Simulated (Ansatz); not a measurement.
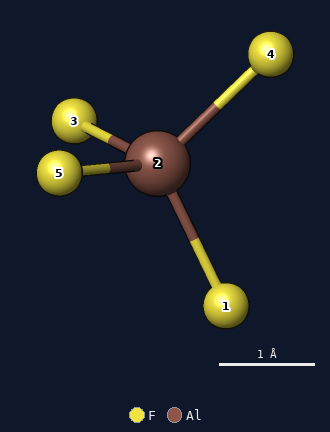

Figure 1. The input geometry (ball-and-stick view, seen at a tilt; atoms are numbered from 1 in the order of the input). Sticks mark near contacts.

# Geometry relaxation of AlF4 (charge −1)

- system: AlF4, charge −1, SMILES [F][Al-]([F])([F])[F]
- method: RKS PBE0-D4/def2-TZVPD (Ansatz 0.2.0)

Figures and captions count atoms from 1; the log counts them from 0 in places.

Output:
```
Functional definition: PBE0
  name "PBE0"
  cite "Adamo & Barone, J. Chem. Phys. 110, 6158 (1999) doi:10.1063/1.478522"
  cite "Perdew, Burke & Ernzerhof, Phys. Rev. Lett. 77, 3865 (1996) doi:10.1103/PhysRevLett.77.3865"
  parent pbe
  parameter a = 0.25
  parameter kappa = 0.804
  parameter beta = 0.06672455060314922
  exchange = (1 - a)*pbe_x(kappa = kappa, mu = beta*pi^2/3) + a*exact_x
  correlation = pbe_c(beta = beta)
1082 factors; their error is unknown
mean field evaluation 1: about -17466.3802 eV, gradient 2.4e1 eV
mean field evaluation 2: about -17465.5781 eV, gradient 3.6e1 eV
mean field evaluation 4: about -17467.2470 eV, gradient 3.7e-1 eV
mean field evaluation 8: about -17467.2951 eV, gradient 2.1e-3 eV
mean field -17467.29511804 eV, -641.9112558301 hartree, gradient 8.6e-6 eV, S^2 0.000000; 0 other end points of the search recorded, 0 dependent functions left out
the calculation of the forces begins
reference -17467.29516098 eV, -641.9112574080 hartree; 25, 25 occupied and 178, 178 virtual orbitals, 1082 factors
relax step   1: F+E_penalty+E_count = -17467.36434373 eV  Δ(F+E_penalty+E_count) = +0.000e0 eV  max|allowed force component| = 1.485e-1 eV/Å  Δτ_max = 0.0000 Å  (24 SCF iters, accepted)
these checks for a lower state are left out or cut short: starts, cluster_reference, orbital_swaps, neighbouring_geometries, increment
1082 factors; their error is unknown
mean field evaluation 16: about -17467.2962 eV, gradient 8.2e-2 eV
mean field -17467.29625661 eV, -641.9112976717 hartree, gradient 2.3e-5 eV, S^2 0.000000; 0 other end points of the search recorded, 0 dependent functions left out
the calculation of the forces begins
reference -17467.29629956 eV, -641.9112992501 hartree; 25, 25 occupied and 178, 178 virtual orbitals, 1082 factors
relax step   2: F+E_penalty+E_count = -17467.36543217 eV  Δ(F+E_penalty+E_count) = -1.088e-3 eV  max|allowed force component| = 8.811e-2 eV/Å  Δτ_max = 0.0023 Å  (28 SCF iters, accepted)
these checks for a lower state are left out or cut short: starts, cluster_reference, orbital_swaps, neighbouring_geometries, increment
1082 factors; their error is unknown
mean field -17467.29692891 eV, -641.9113223784 hartree, gradient 2.3e-5 eV, S^2 0.000000; 0 other end points of the search recorded, 0 dependent functions left out
the calculation of the forces begins
reference -17467.29697189 eV, -641.9113239577 hartree; 25, 25 occupied and 178, 178 virtual orbitals, 1082 factors
relax step   3: F+E_penalty+E_count = -17467.36603073 eV  Δ(F+E_penalty+E_count) = -5.986e-4 eV  max|allowed force component| = 9.301e-4 eV/Å  Δτ_max = 0.0033 Å  (28 SCF iters, accepted)
1082 factors; their error is unknown
mean field evaluation 32: about -17467.2472 eV, gradient 1.1e0 eV
```

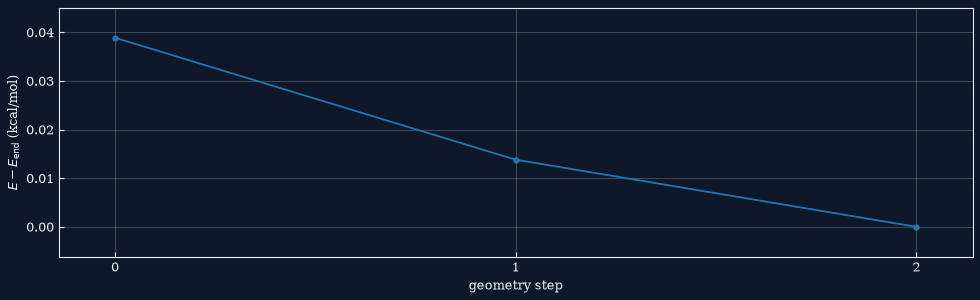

Figure 2. Progress of the relaxation, step by step (the first geometry is step 0 here and step 1 in the log). The largest moves after the best rigid fit, 0.006 Å, are those of F1, F3, F4 and F5. Al stays in place. Among the contacts that change: Al2–F3 1.683 → 1.689 Å. The energy falls by 0.04 kcal/mol in 2 geometry steps. The largest force component goes from 0.15 to 0.00093 eV/Å. (Atoms are counted from 1 in the order of the input.)

```
mean field -17467.29692891 eV, -641.9113223784 hartree, gradient 2.2e-5 eV, S^2 0.000000; 1 other end points of the search recorded, 0 dependent functions left out
the calculation of the forces begins
reference -17467.29697189 eV, -641.9113239577 hartree; 25, 25 occupied and 178, 178 virtual orbitals, 1082 factors
Total energy: -17467.36607371 eV, -641.9138634028 hartree
Atom 0 at    -0.101492    -0.294048     1.659994 Å, force    -0.000062    -0.000118     0.000930 eV/Å
Atom 1 at    -0.000003     0.000002     0.000002 Å, force     0.000024    -0.000030    -0.000045 eV/Å
Atom 2 at    -1.343001     0.895813    -0.496204 Å, force    -0.000759     0.000473    -0.000249 eV/Å
Atom 3 at     0.034543    -1.469894    -0.830998 Å, force     0.000016    -0.000781    -0.000477 eV/Å
Atom 4 at     1.409943     0.868127    -0.332795 Å, force     0.000781     0.000456    -0.000159 eV/Å
Dipole moment:    -0.000003     0.000004     0.000005 e Å
```

Trajectory as extended XYZ (Å, eV, eV/Å), 3 frames, from step=1 to step=3:
```
5
Properties=species:S:1:pos:R:3:forces:R:3 step=1 energy=-17467.36434
F    -0.1012   -0.2931    1.6545   -0.0091  -0.0262   0.1485
Al    0.0000    0.0000    0.0000    0.0002   0.0000  -0.0004
F    -1.3385    0.8929   -0.4946   -0.1200   0.0798  -0.0443
F     0.0344   -1.4651   -0.8282    0.0031  -0.1308  -0.0741
F     1.4053    0.8653   -0.3317    0.1258   0.0772  -0.0296
5
Properties=species:S:1:pos:R:3:forces:R:3 step=2 energy=-17467.36543
F    -0.1013   -0.2935    1.6567   -0.0054  -0.0155   0.0881
Al    0.0000    0.0000    0.0000    0.0001   0.0000  -0.0003
F    -1.3403    0.8941   -0.4952   -0.0712   0.0474  -0.0263
F     0.0345   -1.4670   -0.8293    0.0018  -0.0776  -0.0440
F     1.4072    0.8664   -0.3321    0.0746   0.0458  -0.0176
5
Properties=species:S:1:pos:R:3:forces:R:3 step=3 energy=-17467.36603
F    -0.1015   -0.2940    1.6600   -0.0001  -0.0001   0.0009
Al    0.0000    0.0000    0.0000    0.0000   0.0000   0.0000
F    -1.3430    0.8958   -0.4962   -0.0008   0.0005  -0.0002
F     0.0345   -1.4699   -0.8310    0.0000  -0.0008  -0.0005
F     1.4099    0.8681   -0.3328    0.0008   0.0005  -0.0002
```

The run was set up as follows.

Input file:
```yaml
crystal:
  periodic: [false, false, false]
  atoms:
    - {symbol: F, position_ang: [-0.101160, -0.293100, 1.654480]}
    - {symbol: Al, position_ang: [0.000000, -0.000010, -0.000000]}
    - {symbol: F, position_ang: [-1.338520, 0.892880, -0.494560]}
    - {symbol: F, position_ang: [0.034420, -1.465070, -0.828220]}
    - {symbol: F, position_ang: [1.405250, 0.865300, -0.331700]}
basis:
  gaussian: {orbitals: def2-TZVPD}
total_charge: -1
hamiltonian: {xc: pbe0, dispersion: d4}
relax: {f_tol: 0.005, max_steps: 200}
```

Run as:
```bash
ansatz run in.yaml --threads 2 --pin off --events-out ev --progress --plain --max-ram 4352MiB
```

Summary:

| quantity | value |
| --- | --- |
| outcome | converged |
| total energy | −17467.3661 eV |
| mean-field energy | −17467.2970 eV |
| dispersion energy | −0.0691 eV |
| SCF solution under orbital rotations | stable |
| largest force (length of the vector) at the end | 0.001 eV/Å |
| hardware | 2 threads of AMD EPYC, 11 GiB of memory available, shared host |
| wall time | 18 s (CPU time 34 s) |
| peak memory | 0.49 GiB |
